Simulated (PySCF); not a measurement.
C7H9F

Input file:

```
{"job": {"kind": "nmr", "xc": "PBE0", "basis": "pcSseg-1"}, "charge": 0, "multiplicity": 1}
C      0.145599    -0.826669    -1.845828
C      0.292359    -0.953197    -0.534154
C      0.747732    -2.228135     0.107111
C      0.008633     0.159064     0.408962
C     -1.141516     1.089670     0.116301
C     -0.659855     2.226316     0.938245
F     -0.461667     2.056258     2.287237
C      0.262109     1.579815    -0.027250
H      0.351087    -1.641619    -2.518061
H     -0.183410     0.091762    -2.300987
H     -0.003039    -2.579349     0.814332
H      1.673048    -2.061751     0.657853
H      0.917252    -3.000387    -0.637954
H      0.199216    -0.084290     1.449507
H     -1.983150     0.978068    -0.532721
H     -1.027104     3.232535     0.767487
H      0.855708     1.973938    -0.823508
```

Run with:

```sh
OMP_NUM_THREADS=1 python probes_run.py task.json out
```

Geometry: GFN2-xTB.

All numbers below come from PBE0/pcSseg-1, SCF density, gas phase, non-relativistic in PySCF 2.14.0.

What can the converged electron density and electron localisation function tell about the bonding?

C–C (1.33 Å): ρ is about 2.3 e/Å³ halfway; the ELF peaks at about 0.95 between the atoms (a multiple bond).
C–F (1.37 Å): ρ at the midpoint is about 2.1 e/Å³, with its minimum of 1.7 e/Å³ about 0.5 Å from C; the ELF peaks at about 0.85 between the atoms (a polar covalent bond).
C–H (1.08 Å): ρ at the midpoint is about 2 e/Å³; the ELF climbs to about 1 towards the hydrogen, as it does in any bond to H (an ordinary covalent bond to hydrogen).
C–C (1.50 Å): ρ at the midpoint is about 1.7 e/Å³; the ELF peaks at about 0.95 between the atoms; localised, covalent bonding.

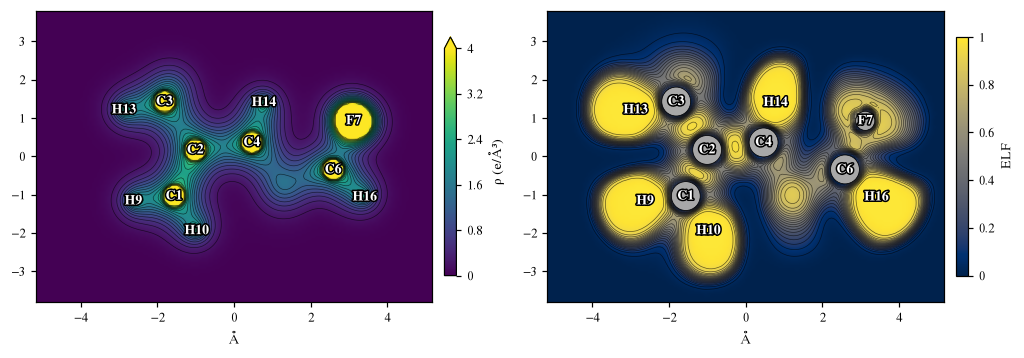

Computed electron density and electron localisation function on the plane of atoms C1, C2 and C4, in this order. Grey discs cover the atomic cores in the ELF map. 
